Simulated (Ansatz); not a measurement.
# ClH₃HfO₂S: small, medium and large basis sets

How large a basis does ClH₃HfO₂S need? Two functionals are run in growing sets.

Method: one geometry, several basis sets; program: Ansatz 0.2.0, Gaussian basis.

The runs, in order: PBE0-D4/def2-SVP; ωB97M-V/def2-SVP; PBE0-D4/def2-QZVPP; ωB97M-V/def2-QZVPP; the functionals' def2-TZVPP values are taken from earlier runs.

### 1 The relaxed structure

An earlier PBE0-D4 in a triple-zeta def2 set relaxation fixed the geometry. Hf takes the def2 core potential; no spin-orbit term is included.

SMILES `[OH][Hf]([OH])([SH])[Cl]`, 8 atoms, charge 0, spin multiplicity 1.

Atoms are counted from 1 here; the program's logs count them from 0.

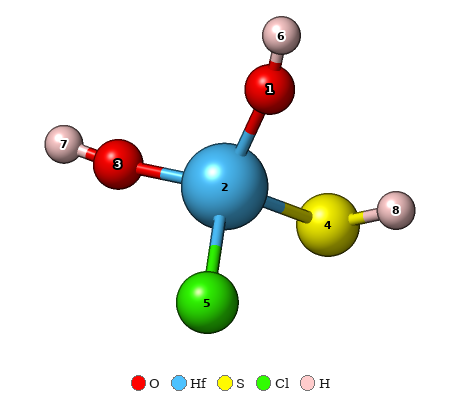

The structure; oxygen red, hafnium blue, sulfur yellow, chlorine green, hydrogen pink; atoms are numbered from 1 in the order of the file.

### 2 PBE0-D4 in def2-SVP

Contents of in.yaml:

```yaml
crystal:
  periodic: [false, false, false]
  atoms:
    - {symbol: O, position_ang: [1.689151, 0.257194, -0.171177]}
    - {symbol: Hf, position_ang: [-0.160630, -0.180614, -0.235271]}
    - {symbol: O, position_ang: [-0.645036, -1.665854, 0.843215]}
    - {symbol: S, position_ang: [-1.428188, 1.717819, 0.664979]}
    - {symbol: Cl, position_ang: [-0.748389, -0.592067, -2.487500]}
    - {symbol: H, position_ang: [2.629207, 0.314249, -0.034269]}
    - {symbol: H, position_ang: [-0.712734, -2.451296, 1.376776]}
    - {symbol: H, position_ang: [-0.623381, 2.600569, 0.043248]}
basis:
  gaussian: {orbitals: def2-SVP}
hamiltonian: {xc: pbe0, dispersion: d4}
output: {orbitals: {seedname: orbitals}}
```

After this run come: ωB97M-V in def2-SVP; PBE0-D4 in def2-QZVPP; ωB97M-V in def2-QZVPP.

Q: Predict the results of all the runs planned. Wanted: PBE0-D4: double and triple zeta above quadruple; ωB97M-V: double and triple zeta above quadruple.

The runs gave:

| quantity | value |
| --- | --- |
| PBE0-D4: double and triple zeta above quadruple | 14.49, 0.94 eV |
| ωB97M-V: double and triple zeta above quadruple | 14.51, 0.90 eV |

**Reading.** PBE0-D4 gains 13.55 eV from double to triple zeta, then 0.94 eV more. These are total energies; as a rule much of such shifts cancels in differences, which this series doesn't test. The LUMO of ωB97M-V is positive and keeps falling with the basis (1.05 to 0.34 eV): an unbound level that the basis holds in place.
